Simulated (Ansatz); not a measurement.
BF2HO···HCl

```
atom    x (Å)    y (Å)    z (Å)
   B  -0.4834   0.9372  -0.6105
   O   0.2171  -0.1989  -0.3888
   F  -0.5687   1.4760  -1.8148
   F  -1.0922   1.5169   0.3981
   H   0.5068  -1.2048   1.2935
  Cl   0.7868  -1.9636   2.2972
   H   0.6336  -0.5627  -1.1748
```

The reactant side of a reaction path; geometry: PBE0-D4/def2-TZVP.

All numbers below come from Ansatz 0.2.0, RKS PBE0-D4/def2-TZVPP.

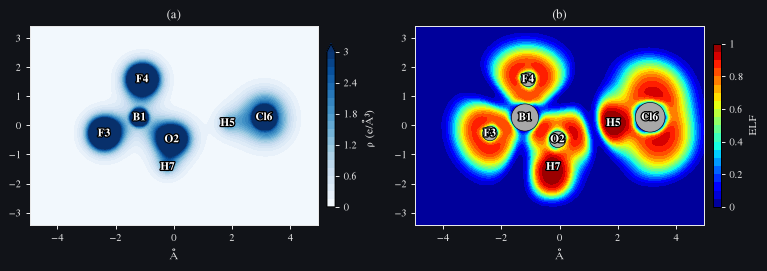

Figure 1. (a) total electron density; (b) electron localisation function on the molecular plane. Grey discs cover the atomic cores in the ELF map.

Q: Read the bonding off the picture.

A:
- Atoms in the plane: B, O, F, H and Cl.
- O2···H5 (1.98 Å): the density falls to about 0.16 e/Å³ on the way; the ELF dips to about 0.10 between them.
- B–F (1.31 Å): ρ is about 2.3 e/Å³ halfway; the ELF peaks at about 0.85 between the atoms: a shared but strongly polarised pair.
- B–O (1.35 Å): the density is about 2.2 e/Å³ at the midpoint; the ELF peaks at about 0.90 between the atoms; a polar covalent bond.
- O–H (0.96 Å): ρ is about 3.8 e/Å³ halfway; the ELF climbs to about 1 towards the hydrogen, as it does in any bond to H (a covalent bond by its length).
- Cl–H (1.29 Å): ρ is about 2 e/Å³ halfway; the ELF climbs to about 1 towards the hydrogen: a covalent bond by its length.
- The ELF also peaks beside F3, Cl6 and F4, away from the bonds: lone-pair regions.

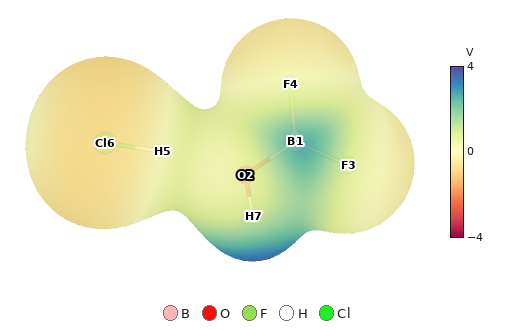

Figure 2. The molecular electrostatic potential painted on the density surface at 0.002 e/bohr³, seen across its widest extent; red is negative and blue positive.

Q: Which sites attract a positive test charge, and which a negative one?

A: A positive charge is drawn to the negative regions and a negative charge to the positive ones. The most negative region (about −0.8 V, or −18 kcal/mol for a unit charge) lies over Cl6, the most positive (about +3.6 V, or +83 kcal/mol for a unit charge) over H7.
